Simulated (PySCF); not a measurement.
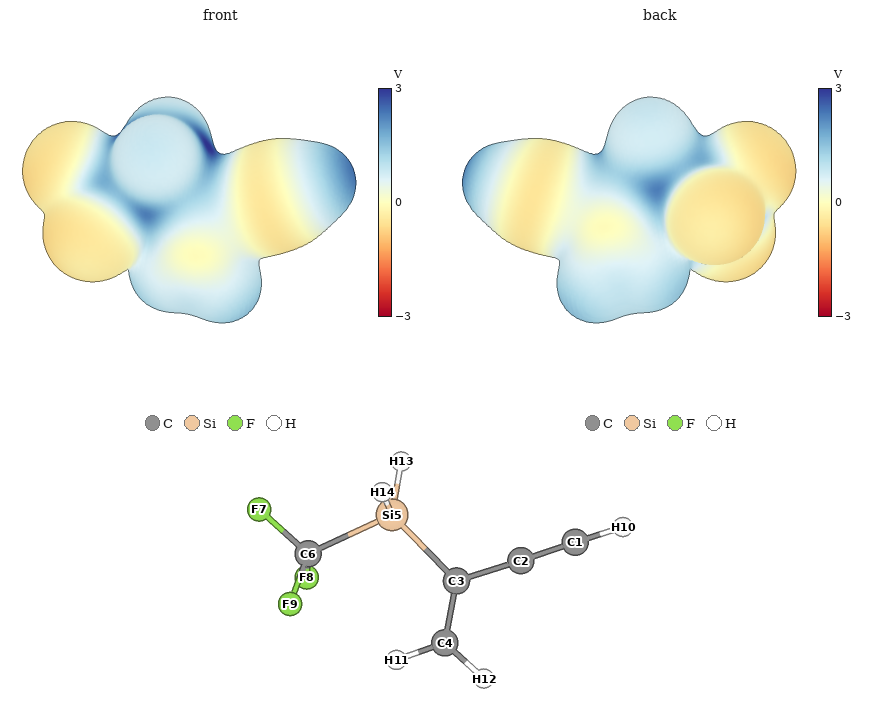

C5H5F3Si (SMILES C#CC(=C)[SiH2]C(F)(F)F). The electrostatic potential painted on the density surface at 0.004 e/bohr³, seen from the front and from behind; the colour scale runs from red (negative) to blue (positive). The bare structure is drawn below in the same view.

Geometry: GFN2-xTB.

Theory: CAM-B3LYP/def2-SVPD, SCF density, gas phase (PySCF).

The calculation's input:

```
{"job": {"kind": "uv", "xc": "CAM-B3LYP", "basis": "def2-SVPD", "nstates": 8, "ntriplets": 3}, "charge": 0, "multiplicity": 1}
C      3.086310    -0.486649    -1.118742
C      2.066512    -0.177920    -0.565155
C      0.849706     0.166791     0.071074
C      0.847405     0.993983     1.122510
Si    -0.690103    -0.622771    -0.684058
C     -2.227653    -0.013320     0.348645
F     -3.376249    -0.535933    -0.126240
F     -2.174597    -0.358052     1.652276
F     -2.393773     1.325826     0.326955
H      3.986065    -0.743485    -1.593363
H     -0.059000     1.275715     1.629318
H      1.762856     1.414881     1.507900
H     -0.714285    -2.078461    -0.549009
H     -0.963872    -0.161078    -2.044275
```

Launched as:

```sh
OMP_NUM_THREADS=1 python probes_run.py task.json out
```

Question: Describe the electrostatic potential map.

Answer: The most negative region (about −0.7 V) lies over F7, F8 and F9, the most positive (about +2.6 V) over Si5.
